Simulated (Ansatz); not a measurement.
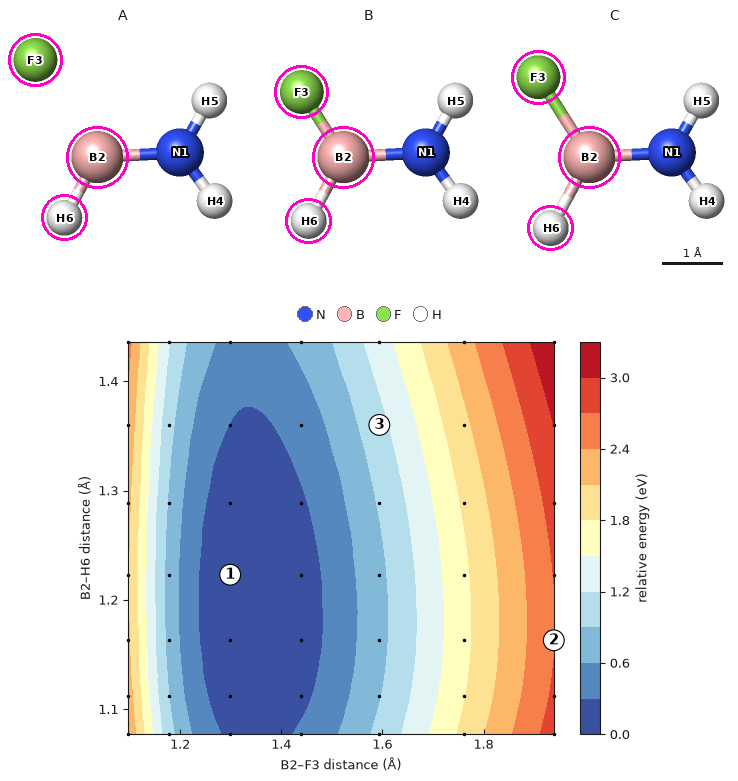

BNH₃F: the B2–F3 distance and the B2–H6 distance are varied on a grid, with the rest of the molecule carried along rigidly. The map is interpolated between the computed points (dots). The frames are shuffled; each belongs to one numbered point. A ball-and-stick model, seen face on. The ringed atoms are those of the scanned coordinates.

Single-point energies from Ansatz with CCSD(T) in the def2-TZVPP basis, on geometries moved rigidly from the minimum at PBE0-D4/def2-TZVP. Coupled cluster with a frozen core. Energies are counted from the PBE0-D4/def2-TZVP minimum geometry at the same level.

Which frame belongs to which numbered point?

Answer. Point 1 is frame B, at (1.299, 1.223) and 0.051 eV; 2 is frame A, at (1.939, 1.163) and 2.687 eV; 3 is frame C, at (1.594, 1.360) and 1.108 eV. In pairs of (B2–F3 distance (Å); B2–H6 distance (Å)): the lowest computed point lies at (1.299, 1.223) (0.051 eV), the highest at (1.939, 1.436) (3.257 eV).  Over the ranges scanned the energy rises more along the first axis, the B2–F3 distance.
